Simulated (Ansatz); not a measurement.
# MP2/STO-3G run of CH5Al (SMILES [CH3][AlH2])

What is the energy change on altering one bond length of CH5Al at MP2/STO-3G? 

The calculation is run with Ansatz 0.2.0.

43 further runs of the same task are left out: 1 that didn't finish, 42 set aside as unsound or not needed.

### 1 The molecule

CH5Al: 7 atoms, total charge 0, spin state singlet. As SMILES, `[CH3][AlH2]`. Geometry: relaxed at PBE0-D4/def2-TZVP.

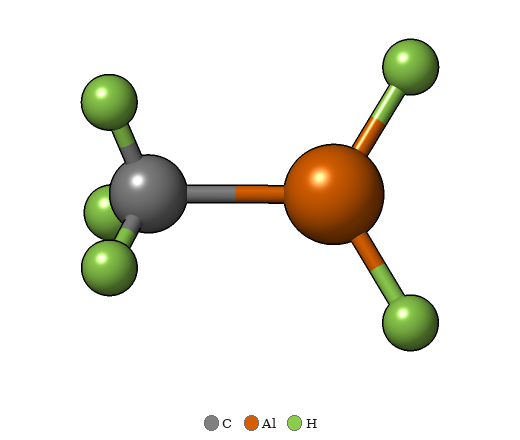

The structure, seen from a chosen angle (carbon grey, aluminium orange, hydrogen green).

### 2 A single-point energy at MP2/STO-3G

File molecule.yaml:

```yaml
basis:
  gaussian: {orbitals: STO-3G}
crystal:
  periodic: [false, false, false]
  atoms:
    - {symbol: C, position_ang: [-0.448500, -0.695600, -0.355500]}
    - {symbol: Al, position_ang: [0.562900, 0.778300, 0.424700]}
    - {symbol: H, position_ang: [-1.063100, -1.219600, 0.380800]}
    - {symbol: H, position_ang: [-1.134400, -0.306400, -1.118200]}
    - {symbol: H, position_ang: [0.193400, -1.425500, -0.855600]}
    - {symbol: H, position_ang: [0.016000, 1.549300, 1.703400]}
    - {symbol: H, position_ang: [1.934800, 1.251600, -0.225400]}
correlation: {method: mp2, frozen_orbitals: {Al: 5, C: 1, H: 0}}
accuracy: high
```

Started as:

```bash
ansatz run molecule.yaml --threads 1 --pin off --max-ram 2610MiB --events-out events.jsonl --progress --plain --runs-dir runs
```

The program printed:

```text
Warning: RAYON_NUM_THREADS=1 ignored (pool sized by the plan → 1); use --threads N
Functional definition: HF
  name "HF"
  exchange = exact_x
  correlation = 0
335 factors; integrals over basis functions are off by at most 2.0e-8 eV
mean field evaluation 1: about -7599.8663 eV, gradient 1.3e1 eV
mean field evaluation 2: about -7599.8974 eV, gradient 1.3e1 eV
mean field evaluation 4: about -7600.6401 eV, gradient 5.9e-1 eV
mean field evaluation 8: about -7600.6408 eV, gradient 1.5e-6 eV
mean field -7600.64080459 eV, -279.3183976694 hartree, gradient 8.2e-8 eV, S^2 0.000000; 0 other end points of the search recorded, 0 dependent functions left out
6 core orbitals not correlated: weight in the atoms' cores, before any rotation towards them, 0.999 or more for the frozen orbitals, at most 0.000 for the correlated occupied ones
reference -7600.64080459 eV, -279.3183976694 hartree; 6, 6 occupied and 7, 7 virtual orbitals, 335 factors
second order -2.31927776 eV of doubles, -0.00000000 eV of singles
Total energy: -7602.96008235 eV, -279.4036295549 hartree
```

It took 0.12 s on 1 thread of Arm Neoverse V1, shared host.

### 3 The distorted shape

File in.yaml:

```yaml
basis:
  gaussian: {orbitals: STO-3G}
crystal:
  periodic: [false, false, false]
  atoms:
    - {symbol: C, position_ang: [-0.277016, -0.792905, -0.164815]}
    - {symbol: Al, position_ang: [0.734384, 0.680995, 0.615385]}
    - {symbol: H, position_ang: [-0.891616, -1.316905, 0.571485]}
    - {symbol: H, position_ang: [-1.134400, -0.306400, -1.118200]}
    - {symbol: H, position_ang: [0.364884, -1.522805, -0.664915]}
    - {symbol: H, position_ang: [0.187484, 1.451995, 1.894085]}
    - {symbol: H, position_ang: [2.106284, 1.154295, -0.034715]}
correlation: {method: mp2, frozen_orbitals: {Al: 5, C: 1, H: 0}}
accuracy: high
```

Started as:

```bash
ansatz run in.yaml --threads 1 --pin off --max-ram 2610MiB --events-out events.jsonl --progress --plain --runs-dir runs
```

The program printed:

```text
Warning: RAYON_NUM_THREADS=1 ignored (pool sized by the plan → 1); use --threads N
Functional definition: HF
  name "HF"
  exchange = exact_x
  correlation = 0
335 factors; integrals over basis functions are off by at most 2.5e-8 eV
mean field evaluation 1: about -7598.6046 eV, gradient 1.3e1 eV
mean field evaluation 2: about -7598.6294 eV, gradient 1.3e1 eV
mean field evaluation 4: about -7599.4084 eV, gradient 5.5e-1 eV
mean field evaluation 8: about -7599.4091 eV, gradient 1.6e-6 eV
mean field -7599.40910313 eV, -279.2731334755 hartree, gradient 8.3e-8 eV, S^2 0.000000; 0 other end points of the search recorded, 0 dependent functions left out
6 core orbitals not correlated: weight in the atoms' cores, before any rotation towards them, 0.999 or more for the frozen orbitals, at most 0.000 for the correlated occupied ones
reference -7599.40910313 eV, -279.2731334755 hartree; 6, 6 occupied and 7, 7 virtual orbitals, 335 factors
second order -2.57284186 eV of doubles, -0.00000000 eV of singles
Total energy: -7601.98194499 eV, -279.3676836701 hartree
```

Run time: 0.12 s. Hardware: 1 thread of Arm Neoverse V1, shared host.

### 4 Results

Level: MP2/STO-3G, 6 core orbitals frozen.

| quantity | value |
| --- | --- |
| first shape: total energy | -279.40363 Eh |
| first shape: correlation energy (6 core orbitals frozen) | -85.2 mEh |
| distorted shape: total energy | -279.36768 Eh |
| distorted shape: correlation energy (6 core orbitals frozen) | -94.6 mEh |
| energy change with the C1–H4 bond stretched from 1.097 to 1.371 Å | 0.978 eV |

What this shows: With the C1–H4 bond stretched from 1.097 to 1.371 Å the energy rises by 0.98 eV (22.6 kcal/mol). The first shape isn't relaxed at this level, so the change isn't measured from a minimum. The minimal basis adds a large error of its own.
